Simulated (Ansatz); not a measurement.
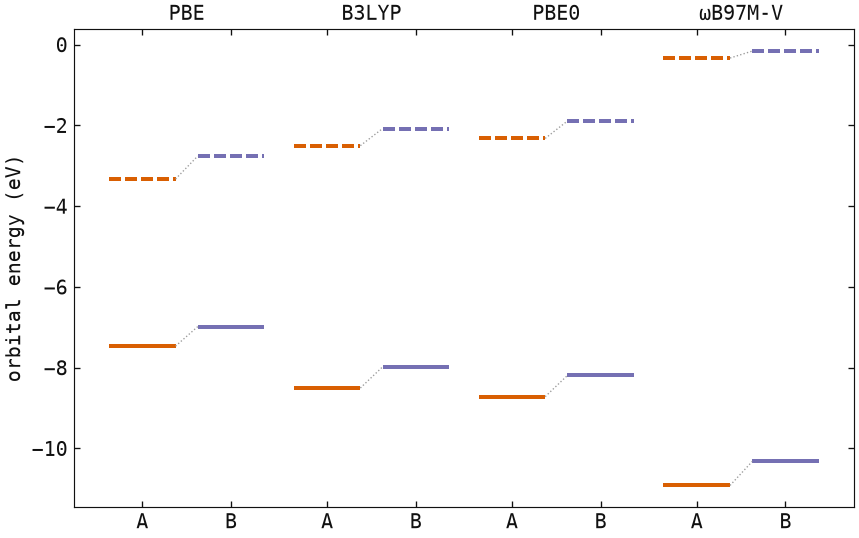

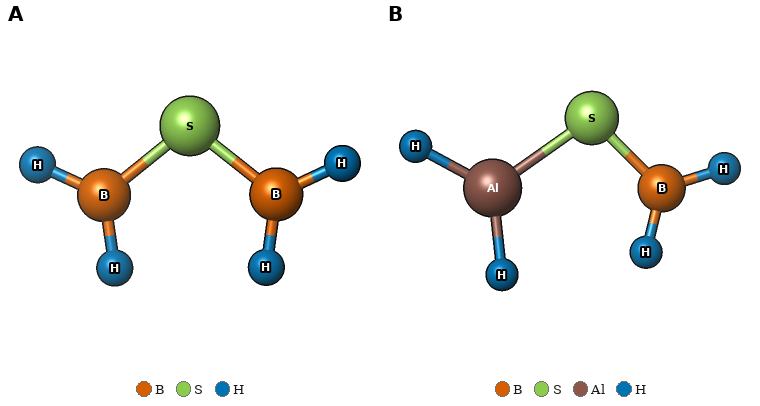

One change: A, B₂H₄S (SMILES BSB), becomes B, AlBH₄S (SMILES B[S][AlH2]). BH₂ on S is replaced by AlH₂. HOMO (solid) and LUMO (dashed) computed in def2-TZVPP at PBE0-D4/def2-TZVP geometries, both minima by their frequencies, gas phase, the Ansatz code.

Question: What does the change do to HOMO and LUMO?

Answer: PBE: the HOMO rises by 0.48 eV, the LUMO rises by 0.57 eV, and the separation goes from 4.14 to 4.22 eV. B3LYP: the HOMO rises by 0.52 eV, the LUMO rises by 0.42 eV, and the separation goes from 6.00 to 5.90 eV. PBE0: the HOMO rises by 0.52 eV, the LUMO rises by 0.43 eV, and the separation goes from 6.40 to 6.30 eV. ωB97M-V: the HOMO rises by 0.59 eV, the LUMO rises by 0.17 eV, and the separation goes from 10.59 to 10.16 eV.

Question: Do the functionals agree on the effect?

Answer: They agree on the direction for both levels; the HOMO shift lies between 0.48 and 0.59 eV and the LUMO shift between 0.17 and 0.57 eV, while the separations themselves differ by up to 6.4 eV between functionals.
